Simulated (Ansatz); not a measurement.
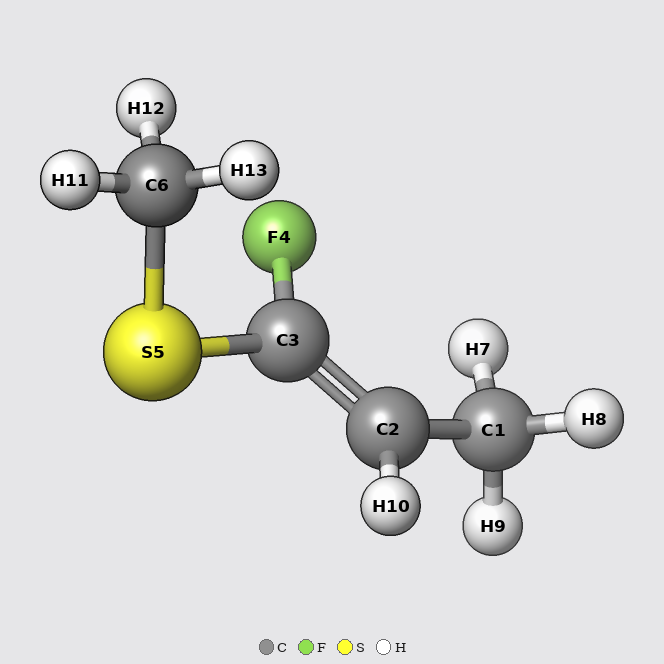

The atoms are numbered. The computed structure is the end point of a PBE0-D4/def2-TZVP optimisation. No frequency run is at hand to confirm it as a minimum.

List the bonds and their lengths.

```csv
bond,length (Å),order
C1–C2,1.488,single
C1–H7,1.089,single
C1–H8,1.094,single
C1–H9,1.094,single
C2–C3,1.327,double
C2–H10,1.083,single
C3–F4,1.349,single
C3–S5,1.740,single
S5–C6,1.804,single
C6–H11,1.090,single
C6–H12,1.089,single
C6–H13,1.090,single
```
